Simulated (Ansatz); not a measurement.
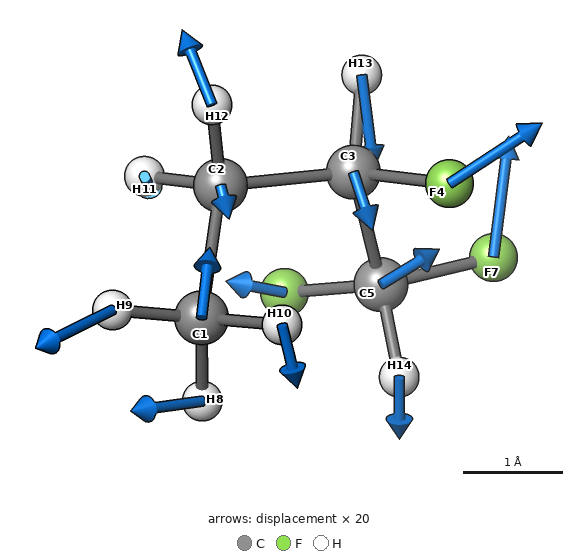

This is a relaxation of C4H7F3 (coarse preliminary run). The starting structure is drawn; blue arrows show the displacements, 20 times their true length. The two geometries are superimposed by the best rigid fit.

The picture is a ball-and-stick view, seen from a free direction.

The start comes from a force field.

Level of theory: RKS PBE-D4/def2-SVP (Ansatz). Set-up: force threshold 0.03 eV/Å; at most 200 steps.

### What did the optimiser do to the structure, and how much energy did it gain?

The energy falls by 28.6 kJ/mol in 4 geometry steps. The largest force component goes from 3.5 to 0.0052 eV/Å. The largest move after the best rigid fit is that of an H atom, 0.064 Å. Largest moves by element: H 0.064 Å, F 0.063 Å, C 0.042 Å. Among the contacts that change: C–H 1.039 → 1.107 Å, C–C 1.590 → 1.530 Å, C–H 1.075 → 1.110 Å, C–F 1.367 → 1.395 Å. Among the angles between lasting bonds that change: H–C–H 112.0° → 107.2°, C–C–H 106.8° → 110.9°, C–C–H 108.4° → 112.0°. Cost: 8.5 s on 4 threads of Arm Neoverse V2, on a shared host.
